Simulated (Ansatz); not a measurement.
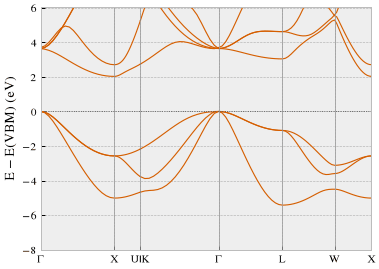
Fig. 1. Band structure from DFT-PBE in the program Ansatz with PAW potentials

Read off the gap and where the band edges lie.

About 2.0 eV (2.03 eV by a search for the band edges); maximum at Γ, minimum at X.

Pick the material that matches.
(A) BeTe, zinc blende
(B) BP, zinc blende
(C) SiC, zinc blende
(D) GaAs, zinc blende

A, BeTe, zinc blende

Space group F-43m (zinc blende). Symmetry was held in the PBE relaxation. Scalar-relativistic: spin–orbit coupling is off unless named, which matters more the heavier the elements.

Potentials: the earlier of the program's two PAW sets.
